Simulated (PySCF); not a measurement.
C4H5Si, SMILES C1C=[C][SiH2]C=1, doublet at its PBE0/def2-SVP optimised geometry (Å):

```
10

C      0.9977    -0.2851     0.0000
C      1.4689    -0.8554    -1.1110
C      0.4053    -1.3328    -2.0417
C     -0.8821    -1.1444    -1.6746
Si    -0.8732    -0.2851     0.0000
H      2.5280    -0.9855    -1.3641
H      0.6976    -1.8155    -2.9822
H     -1.7171    -1.4658    -2.3010
H     -1.4689     1.0831     0.0000
H     -1.4686    -1.0831     1.1115
```

Level of theory: PySCF with unrestricted PBE0/def2-TZVP.

Map of the LUMO amplitude (α orbitals alone; a β orbital can be the lowest empty one) (bohr^(-3/2)) on the plane z = 1.2 Å; orbital energy -1.72 eV, overall sign arbitrary:

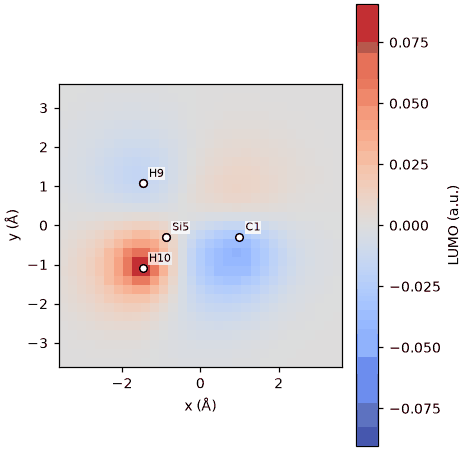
Fig. 1. LUMO amplitude (α orbitals alone; a β orbital can be the lowest empty one) (bohr^(-3/2)) on the plane z = 1.2 Å.
